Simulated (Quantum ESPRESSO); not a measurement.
# Voltage at the next charge: Ba(110), 5 layers against an electrode

**Set-up.** Quantum ESPRESSO 7.5, PBE, GBRV ultrasoft; ESM with bc3, a metal electrode 5.04 Å above the top atoms; cell area 17.819 Å²; ions fixed. V is the potential energy of an electron at the electrode over the slab's Fermi level, divided by e, so that it equals the work function at zero charge; positive charge removes electrons.

```tsv
charge (e a cell)	V (V)
0	2.389
0.0267	3.030
0.0535	3.725
```

One more run was made and is withheld. What is V at a charge of 0.1069 e, and what capacitance do the rows imply?

**Worked estimate.** The last two rows give dV/dq = (3.725 − 3.030)/(0.0535 − 0.0267) = 25.9 V/e, so C = 1602/(17.819 × 25.9) = 3.47 µF/cm², an effective gap of 8.854/3.47 = 2.55 Å. At constant C, V = 3.725 + 25.9 × 0.0534 = 5.11 V.

**The withheld run.** V = 5.247 V; the estimate misses by −0.14 V, 9.0 % of the step. Over the three intervals C goes 3.74, 3.47 and 3.15 µF/cm²: it falls as electrons leave, the surface charge drawing back towards the atoms.

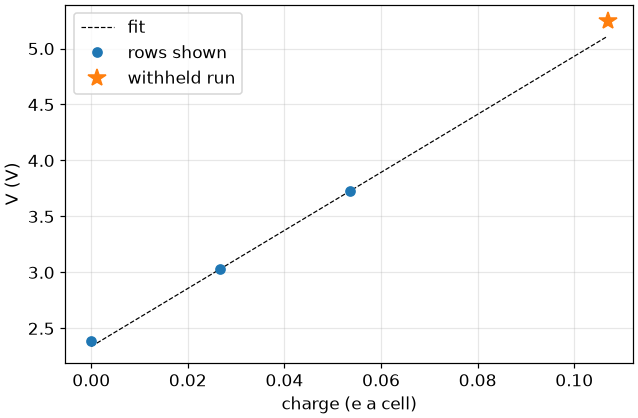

The rows shown, the fit and the withheld run.

Caveats: Vacuum fills the gap; a dielectric or electrolyte would change C. The slab is thin.

[Logs are printed without paths, hosts, clocks, repeated set-up lines and the standing remarks that a program may print on its own settings, such as how far it seeks lower states.]
